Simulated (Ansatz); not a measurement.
## Fields on a plane of Pb (fcc, Cu type)

```
CELL_PARAMETERS angstrom
      0.00000     2.49563     2.49563
      2.49563     0.00000     2.49563
      2.49563     2.49563     0.00000
ATOMIC_POSITIONS crystal
  Pb 0.00000 0.00000 0.00000
```

The slice is a {110} plane (indices of the conventional cell) through the point (0.000, 0.000, 0.000) (fractional), spanned by u = [100] and v = [1 -1 -1] in vectors of this cell: u (3.53 Å) and v (4.99 Å, at 90° to u). It covers one period; positions are fractions (u, v).

Atoms on it: Pb at (0.00, 0.00).

Method: r2SCAN (plane waves to 500 eV, PAW, scalar-relativistic; Ansatz, a first-principles code). k mesh 16×16×16. These are valence fields of a PAW run, semicore shells included where kept as valence: close to a nucleus they are smooth pseudo fields. Pb was relaxed with its symmetry unable to fall. Spin-orbit coupling is left out, though Pb is heavy. The PAW data are Ansatz's earlier set.

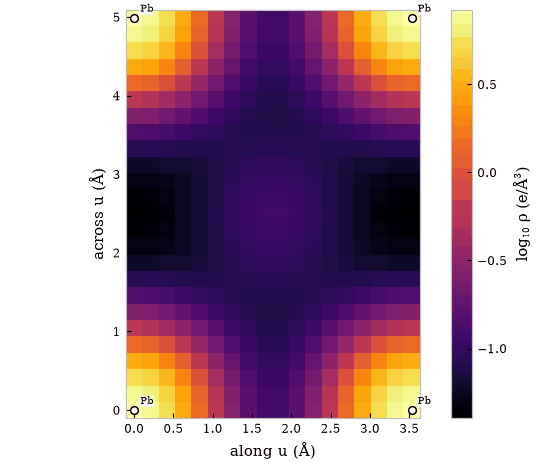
*Log₁₀ of the valence density in e/Å³, one period of the plane, atoms marked. The scale is logarithmic, as a density can span decades between atoms and voids.*

```
|xxxxxx**@@%%##++----++##%%@@**xxxx|
|xxxx==%%@@%%##++----++##%%@@%%==xx|
|++**%%@@@@##**++----++**##@@@@%%**|
|@@@@@@@@####**==----==**####@@@@@@|
|@@%%%%####**==--------==**####%%%%|
|######**++==------------==++**####|
|****++====----------------====++**|
|------::::::::--------::::::::----|
|........::::::--------::::::......|
|      ....::::--------::::....    |
|      ....::------------::....    |
|      ....::------------::....    |
|      ....::------------::....    |
|      ....::::--------::::....    |
|........::::::--------::::::......|
|------::::::::--------::::::::----|
|****++====----------------====++**|
|######**++==------------==++**####|
|@@%%%%####**==--------==**####%%%%|
|@@@@@@@@####**==----==**####@@@@@@|
|++**%%@@@@##**++----++**##@@@@%%**|
|xxxx==%%@@%%##++----++##%%@@%%==xx|
|xxxxxx**@@%%##++----++##%%@@**xxxx|
|xxxxxx++@@@@##++----++##@@@@++xxxx|
```
Scale: ten equal steps from 0.08 (start of ' ') to 0.44 (end of '@'), in the order ' .:-=+*#%@'. Values: electron localisation function (ELF). The map has 17 points along u (two characters each, u = 0 at the left) and 24 along v (v = 0 in the bottom row). Points within 0.5 Å of a nucleus are blanked (x), as the pseudised field means little there.

- Density on the Pb–Pb line (3.53 Å) at its midpoint: 0.12 e/Å³
- ELF at that point: 0.2
